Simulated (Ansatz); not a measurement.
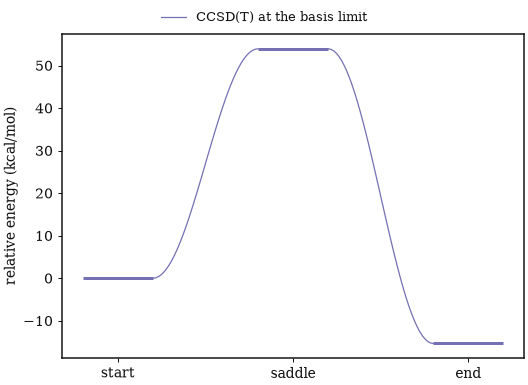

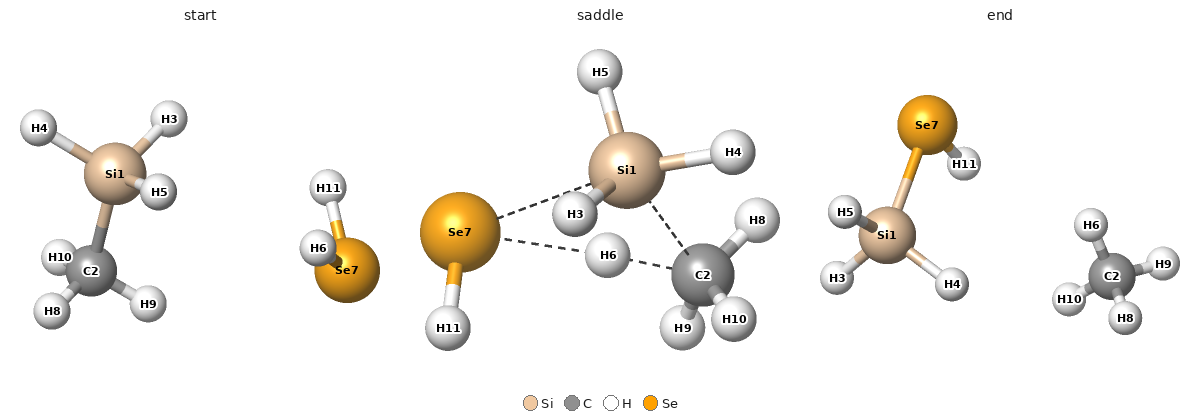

One elementary step of CH₈SeSi: start, first-order saddle point (changing pairs dashed) and end. Electronic energies at PBE0-D4/def2-TZVP geometries, energies in def2-TZVPP, the Ansatz code; cores frozen in correlated methods, no zero-point terms. Start and end are the structures at the ends of the path (complexes, where there are several molecules). On heavy atoms the filled d shell below the valence is correlated. The limit is the MP2 basis limit plus CCSD(T) less MP2 in triple zeta. Lines between the levels only guide the eye.

Q: Which bonds change in the step?

A: Si1–Se7 (4.13 → 2.73 → 2.28 Å) and C2–H6 (4.06 → 1.29 → 1.09 Å) form; Si1–C2 (1.87 → 2.15 → 4.24 Å) and H6–Se7 (1.47 → 1.97 → 3.39 Å) break (lengths at start, saddle and end; changes of bond order aren't listed). The imaginary mode at the saddle is 861.9i cm⁻¹ (PBE0-D4).

Q: What are the heights of saddle and end over the start, in kcal/mol?

A:
| level | barrier | reverse barrier | step energy |
| --- | --- | --- | --- |
| CCSD(T) at the basis limit | 53.9 | 69.3 | −15.3 |

Limits of at least one run: no scalar relativity up to krypton.
